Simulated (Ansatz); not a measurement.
# CH2FN (SMILES N=CF) at 6 levels

Wanted: a comparison of 6 runs (UHF/STO-3G, HSE06/STO-3G, PBE/STO-3G, wB97M-V/STO-3G, MP2/STO-3G, CCSD/STO-3G) of CH2FN. 

The calculation is run with Ansatz 0.2.0.

65 further runs of the same task are left out: 65 set aside as unsound or not needed.

**1. Starting point**

CH2FN has 5 atoms, charge 0, and is taken as a singlet. SMILES: `N=CF`. The H5–C2 distance was set to 1.638 Å, away from the relaxed value. At this shape a bond of the SMILES string is far longer than usual.

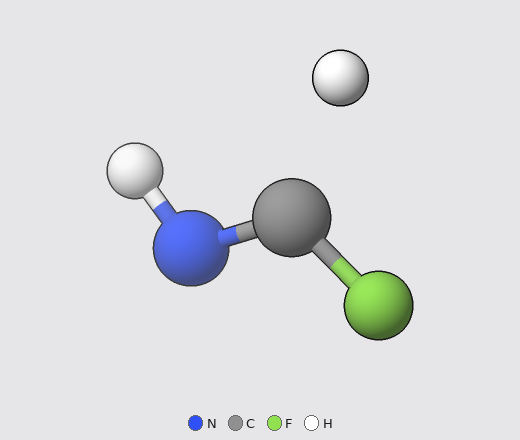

The structure, seen from a chosen angle (nitrogen blue, carbon grey, fluorine green, hydrogen white).

**2. A single-point energy at UHF/STO-3G (run 1)**

The input, job.yaml:

```yaml
crystal:
  periodic: [false, false, false]
  atoms:
    - symbol: "N"
      position_ang: [-0.859041, -0.964617, -0.574941]
    - symbol: C
      position_ang: [0.157359, -0.544717, 0.002159]
    - symbol: F
      position_ang: [1.103259, -1.395017, 0.385659]
    - symbol: H
      position_ang: [-1.483041, -0.196117, -0.802441]
    - symbol: H
      position_ang: [0.574800, 0.986000, 0.407600]
basis:
  gaussian:
    orbitals: STO-3G
magnetization:
  spin_polarized: true
hamiltonian:
  xc: hf
accuracy: high
```

Run with:

```
ansatz run job.yaml --threads 1 --pin off --max-ram 2610MiB --events-out events.jsonl --progress --plain --runs-dir runs
```

Standard output:

```text
Warning: RAYON_NUM_THREADS=1 ignored (pool sized by the plan → 1); use --threads N
Functional definition: HF
  name "HF"
  exchange = exact_x
  correlation = 0
297 factors; integrals over basis functions are off by at most 5.0e-8 eV
mean field evaluation 1: about -5171.9105 eV, gradient 2.1e1 eV
mean field evaluation 2: about -5171.9988 eV, gradient 2.1e1 eV
mean field evaluation 4: about -5174.8866 eV, gradient 1.7e0 eV
mean field evaluation 8: about -5174.9334 eV, gradient 5.9e-2 eV
mean field evaluation 16: about -5175.0247 eV, gradient 4.7e-1 eV
mean field -5175.07477061 eV, -190.1804900282 hartree, gradient 9.0e-8 eV, S^2 0.427979; 1 other end points of the search recorded, 0 dependent functions left out
reference -5175.07477061 eV, -190.1804900282 hartree; 12, 12 occupied and 5, 5 virtual orbitals, 297 factors
Total energy: -5175.07477061 eV, -190.1804900282 hartree
```

Wall time 0.12 s (1 thread of Arm Neoverse V2, shared host).

**3. The energy at HSE06/STO-3G (run 2)**

The input, job.yaml:

```yaml
crystal:
  periodic: [false, false, false]
  atoms:
    - {symbol: N, position_ang: [-0.859041, -0.964617, -0.574941]}
    - {symbol: C, position_ang: [0.157359, -0.544717, 0.002159]}
    - {symbol: F, position_ang: [1.103259, -1.395017, 0.385659]}
    - {symbol: H, position_ang: [-1.483041, -0.196117, -0.802441]}
    - {symbol: H, position_ang: [0.574800, 0.986000, 0.407600]}
basis:
  gaussian:
    orbitals: STO-3G
hamiltonian:
  xc: hse06
accuracy: high
```

Run with:

```
ansatz run job.yaml --threads 1 --pin off --max-ram 2610MiB --events-out events.jsonl --progress --plain --runs-dir runs
```

Standard output:

```text
Warning: RAYON_NUM_THREADS=1 ignored (pool sized by the plan → 1); use --threads N
Functional definition: HSE06
  name "HSE06"
  parameter a = 0.25
  parameter omega = 0.11/bohr
  exchange = pbe_x - a*pbe_x_sr(omega) + a*exact_x_sr(omega)
  correlation = pbe_c
297 factors; integrals over basis functions are off by at most 5.0e-8 eV
51 factors; integrals over basis functions are off by at most 4.7e-10 eV
mean field evaluation 1: about -5193.1976 eV, gradient 2.8e1 eV
mean field evaluation 2: about -5184.7651 eV, gradient 6.4e1 eV
mean field evaluation 4: about -5195.5477 eV, gradient 2.0e0 eV
mean field evaluation 8: about -5195.5234 eV, gradient 2.4e-2 eV
mean field evaluation 16: about -5195.5234 eV, gradient 3.7e-7 eV
mean field -5195.52338645 eV, -190.9319628000 hartree, gradient 1.1e-8 eV, S^2 0.000000; 0 other end points of the search recorded, 0 dependent functions left out
reference -5195.52338794 eV, -190.9319628545 hartree; 12, 12 occupied and 5, 5 virtual orbitals, 297 factors
Total energy: -5195.52338794 eV, -190.9319628545 hartree
```

Run time: 0.99 s. Hardware: 1 thread of Arm Neoverse V2, shared host.

Runs 3 to 4 aren't shown in full; the table further down has their settings and results.

**4. The energy at MP2/STO-3G (run 5)**

The input, input.yaml:

```yaml
crystal:
  periodic: [false, false, false]
  atoms:
    - symbol: "N"
      position_ang: [-0.859041, -0.964617, -0.574941]
    - symbol: C
      position_ang: [0.157359, -0.544717, 0.002159]
    - symbol: F
      position_ang: [1.103259, -1.395017, 0.385659]
    - symbol: H
      position_ang: [-1.483041, -0.196117, -0.802441]
    - symbol: H
      position_ang: [0.574800, 0.986000, 0.407600]
basis:
  gaussian: {orbitals: STO-3G}
accuracy: high
correlation: {method: mp2, frozen_orbitals: {C: 1, F: 1, H: 0, "N": 1}}
```

Run with:

```
ansatz run input.yaml --threads 1 --pin off --max-ram 2610MiB --events-out events.jsonl --progress --plain --runs-dir runs
```

Standard output:

```text
Warning: RAYON_NUM_THREADS=1 ignored (pool sized by the plan → 1); use --threads N
[... 4 set-up lines as earlier in the session ...]
297 factors; integrals over basis functions are off by at most 5.0e-8 eV
mean field evaluation 1: about -5171.9105 eV, gradient 3.0e1 eV
mean field evaluation 2: about -5171.9988 eV, gradient 3.0e1 eV
mean field evaluation 4: about -5174.8866 eV, gradient 2.4e0 eV
mean field evaluation 8: about -5174.9334 eV, gradient 8.4e-2 eV
mean field -5174.93339044 eV, -190.1752944030 hartree, gradient 2.4e-8 eV, S^2 0.000000; 0 other end points of the search recorded, 0 dependent functions left out; unrestricted orbitals would lower it
mean field evaluation 16: about -5174.9643 eV, gradient 2.7e0 eV
3 core orbitals not correlated: weight in the atoms' cores, before any rotation towards them, 1.000 or more for the frozen orbitals, at most 0.000 for the correlated occupied ones
reference -5174.93339044 eV, -190.1752944030 hartree; 9, 9 occupied and 5, 5 virtual orbitals, 297 factors
second order -4.29649445 eV of doubles, -0.00000000 eV of singles
Total energy: -5179.22988489 eV, -190.3331876617 hartree
```

It took 0.1 s on 1 thread of Arm Neoverse V2, shared host.

**5. The energy at CCSD/STO-3G (run 6)**

The input, in.yaml:

```yaml
basis:
  gaussian:
    orbitals: STO-3G
crystal:
  periodic: [false, false, false]
  atoms:
    - symbol: N
      position_ang: [-0.859041, -0.964617, -0.574941]
    - symbol: C
      position_ang: [0.157359, -0.544717, 0.002159]
    - symbol: F
      position_ang: [1.103259, -1.395017, 0.385659]
    - symbol: H
      position_ang: [-1.483041, -0.196117, -0.802441]
    - symbol: H
      position_ang: [0.574800, 0.986000, 0.407600]
correlation:
  method: ccsd
  frozen_orbitals: {C: 1, F: 1, H: 0, "N": 1}
accuracy: high
scf:
  omitted_lower_state_checks: [cluster_reference, increment]
```

Run with:

```
ansatz run in.yaml --threads 1 --pin off --max-ram 2610MiB --events-out events.jsonl --progress --plain --runs-dir runs
```

Standard output, cut to the lines that bear on the results:

```text
Warning: RAYON_NUM_THREADS=1 ignored (pool sized by the plan → 1); use --threads N
[... 2 set-up lines as earlier in the session ...]
[...]
297 factors; integrals over basis functions are off by at most 5.0e-8 eV
[...]
mean field -5174.93339044 eV, -190.1752944030 hartree, gradient 2.4e-8 eV, S^2 0.000000; 0 other end points of the search recorded, 0 dependent functions left out; unrestricted orbitals would lower it
3 core orbitals not correlated: weight in the atoms' cores, before any rotation towards them, 1.000 or more for the frozen orbitals, at most 0.000 for the correlated occupied ones
reference -5174.93339044 eV, -190.1752944030 hartree; 9, 9 occupied and 5, 5 virtual orbitals, 297 factors
second order -4.29649445 eV of doubles, -0.00000000 eV of singles
cycle   1  -4.86764421 eV  change   -5.7e-1 eV  update   1.0e-1
[...]
cycle  20  -5.38131369 eV  change   -1.5e-9 eV  update   2.0e-9
Total energy: -5180.31470413 eV, -190.3730540335 hartree
Checks for a lower state left out: cluster_reference, increment
```

Wall time 0.14 s (1 thread of Arm Neoverse V2, shared host).

**6. The series**

| run | level | frozen core orbitals | energy (Eh) | wall time |
| --- | --- | --- | --- | --- |
| 1 | UHF/STO-3G | – | -190.180490 | 0.12 s |
| 2 | HSE06/STO-3G | – | -190.931963 | 0.99 s |
| 3 | PBE/STO-3G | – | -190.923316 | 0.79 s |
| 4 | wB97M-V/STO-3G | – | -191.113101 | 14 s |
| 5 | MP2/STO-3G | 3 | -190.333188 | 0.1 s |
| 6 | CCSD/STO-3G | 3 | -190.373054 | 0.14 s |

**7. Outcome**

```
                                          quantity          value
                               run 6: total energy  -190.37305 Eh
run 6: correlation energy (3 core orbitals frozen)     -197.8 mEh
                              run 6: T1 diagnostic          0.013
```

What this shows: Below the UHF energy at the same shape and in the same basis (STO-3G): MP2 -152.7 mEh; CCSD -192.6 mEh. Some of these start from another determinant than that one, so these aren't their correlation energies. Totals of different functionals can't be ranked against each other. In runs 5, 6 the log says that unrestricted orbitals would lower the reference, so the values rest on an unstable closed-shell determinant (other closed-shell runs at this shape may share the fault). In runs 1, 2, 3, 4, 5, 6 the basis is minimal, so the values are rough. Spin contamination of the reference: run 1 ⟨S²⟩ = 0.43. All runs together took 16 s, the longest 14 s.
